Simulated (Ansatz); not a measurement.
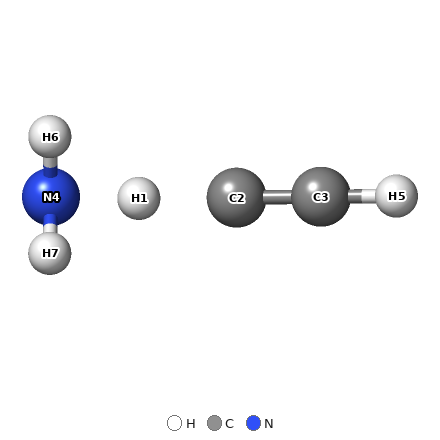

The system is the reacting system C₂H₄N (fragments C₂H₂ + H₂N where the first distance is long, H₃N + C₂H where the second is long), spin multiplicity 2; the picture shows the reference structure. First axis: distance H1–N4 (bond that forms). Second axis: distance H1–C2 (bond that breaks). Relaxed at each point: all other coordinates. The grid has 12 × 12 points. Points are written as (first, second). Energies are in kcal/mol, from a guessed transition structure relaxed with its forming and breaking bonds held. Energies and slopes of some neighbouring points disagree (a jump in structure or state, or too coarse a mesh). All numbers below come from Ansatz, UKS PBE0-D4/def2-SVP.

Its coordinates:

| atom | x (Å) | y (Å) | z (Å) |
| --- | --- | --- | --- |
| H | -0.2699 | -0.6205 | 0.4988 |
| C | 0.8560 | -0.2147 | -0.2066 |
| C | 1.8020 | 0.2031 | -0.8476 |
| N | -1.5361 | -0.3230 | 0.8165 |
| H | 2.6625 | 0.5355 | -1.4006 |
| H | -2.0179 | -0.2012 | -0.0843 |
| H | -1.4965 | 0.6208 | 1.2238 |

Range: distance H1–N4 (bond that forms) from 0.918 to 2.118 Å; distance H1–C2 (bond that breaks) from 0.963 to 2.163 Å.

Question: What will the energy surface look like?

Answer: The lowest grid point is at (2.118 Å, 1.105 Å), −18 kcal/mol from a guessed transition structure relaxed with its forming and breaking bonds held. It lies in a valley that leaves the map towards separated partners. The energy also falls towards the edge at (1.060 Å, 2.163 Å) (18 kcal/mol above the lowest), where a further well may lie outside the range. The highest grid point, (0.918 Å, 0.963 Å), lies 111 kcal/mol above the lowest.

```
second ↓, first →  0.918  0.978  1.060  1.155  1.257  1.366  1.481  1.600  1.724  1.852  1.983  2.118
            2.163      6      0      0      7     17     30     44     57     69     78     88     91
            2.028      7      1      1      7     17     29     41     53     63     72     76     80
            1.897      8      2      1      6     15     26     37     47     56     60     63     66
            1.769     10      3      1      5     12     21     30     38     43     47     49     52
            1.645     12      5      1      3      9     15     22     27     30     33     35     37
            1.526     16      7      1      1      4      8     12     16     17     19     21     22
            1.411     20     10      3      0      0      2      3      5      5      6      7      8
            1.302     28     16      6      0     −3     −4     −4     −5     −5     −5     −5     −5
            1.200     38     24     11      2     −3     −7     −9    −11    −12    −14    −14    −14
            1.105     54     37     21      9      1     −5    −10    −13    −15    −17    −18    −18
            1.023     73     55     36     21     10      2     −4     −9    −12    −14    −16    −16
            0.963     93     73     52     35     22     12      5     −1     −4     −7     −9    −10
```

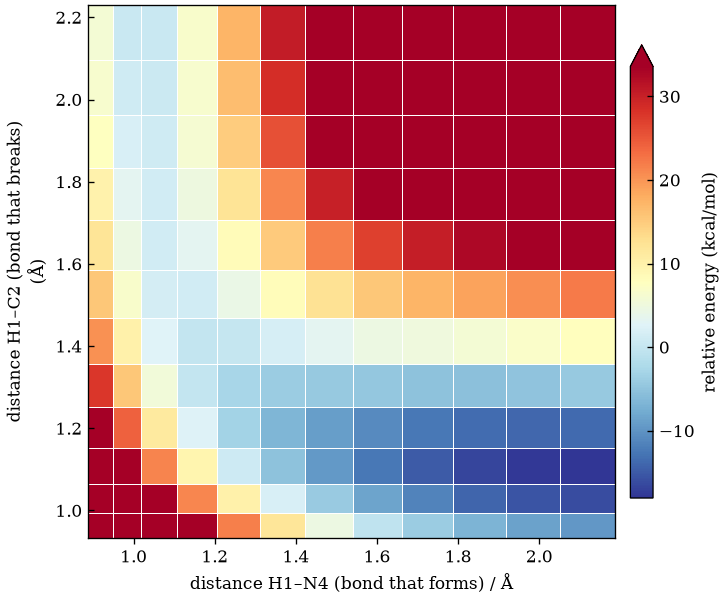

The picture shows one coloured cell a grid point, one colour for all values above the top of the scale.

Time for the 144 points that were run: 36 min on 1 thread of Arm Neoverse V1, on a shared host.
